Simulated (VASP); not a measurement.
Band structure of BaS (rock salt). All values below come from SCAN meta-GGA, VASP's PBE PAW potentials (set 64) (plane waves; VASP).

Unless said otherwise, spin-orbit coupling is left out, though it shifts the bands of the heavy elements here.

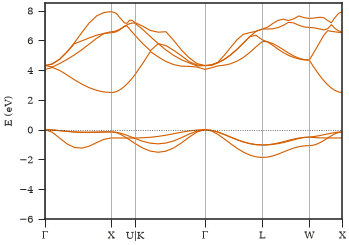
*Bands along high-symmetry lines, zero at the valence-band maximum or, without a gap, the Fermi level*

Q: Read the plot: is there a gap, and where are the band edges?

A: The gap is indirect, 2.50 eV, from the valence maximum at Γ to the conduction minimum at X.

The compound is BaS in the rock salt structure. It was relaxed first.
